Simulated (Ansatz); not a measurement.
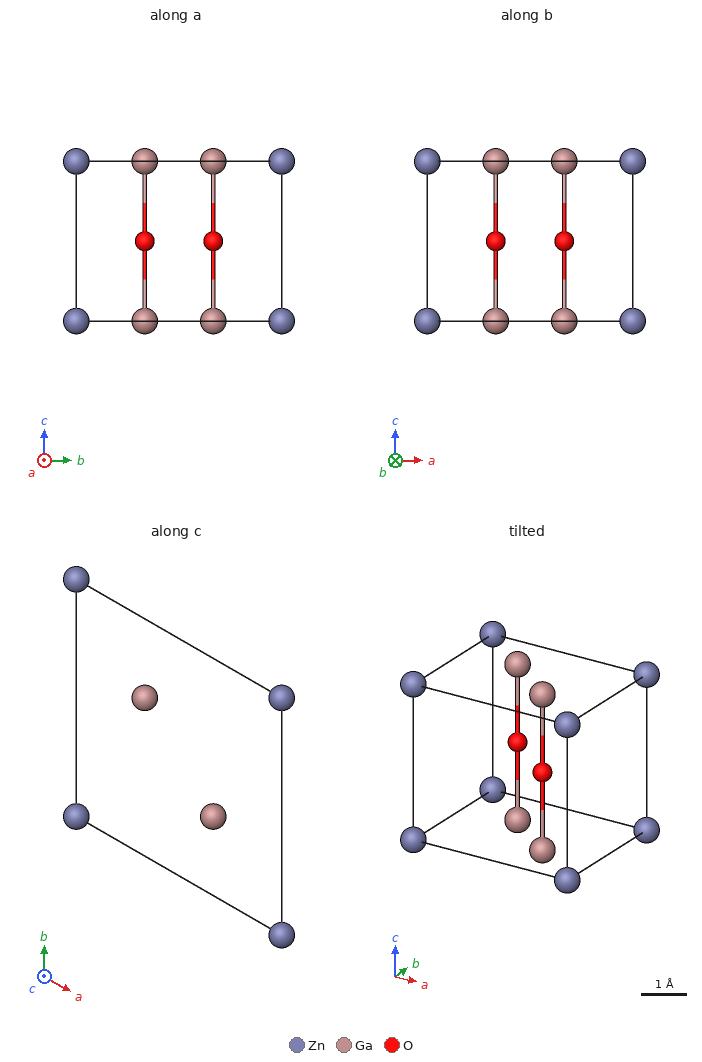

View along the a axis, along the b axis, along the c axis and slightly off an axis, drawn as a ball-and-stick model. The edges of the conventional unit cell are marked.

Lattice parameters: a = 5.3894 Å, b = 5.3894 Å, c = 3.6282 Å, α = 90.000°, β = 90.000°, γ = 120.000°.

Q: Convert the drawing into a CIF with its space group and independent sites.

A:
```cif
data_structure
_symmetry_space_group_name_H-M 'P 6/m m m'
_symmetry_Int_Tables_number 191
_cell_length_a 5.3894
_cell_length_b 5.3894
_cell_length_c 3.6282
_cell_angle_alpha 90.000
_cell_angle_beta 90.000
_cell_angle_gamma 120.000
_cell_volume 91.26
loop_
_atom_site_label
_atom_site_type_symbol
_atom_site_symmetry_multiplicity
_atom_site_Wyckoff_symbol
_atom_site_fract_x
_atom_site_fract_y
_atom_site_fract_z
_atom_site_occupancy
Zn1 Zn 1 a 0.0000 0.0000 0.0000 1
Ga1 Ga 2 c 0.3333 0.6667 0.0000 1
O1 O 2 d 0.3333 0.6667 0.5000 1
```

The structure was taken from a random cell made by a generator, so it need not be a real form of the compound. Earlier steps of the study may have refined or changed the cell and positions. It was run through Ansatz as a DFT input.
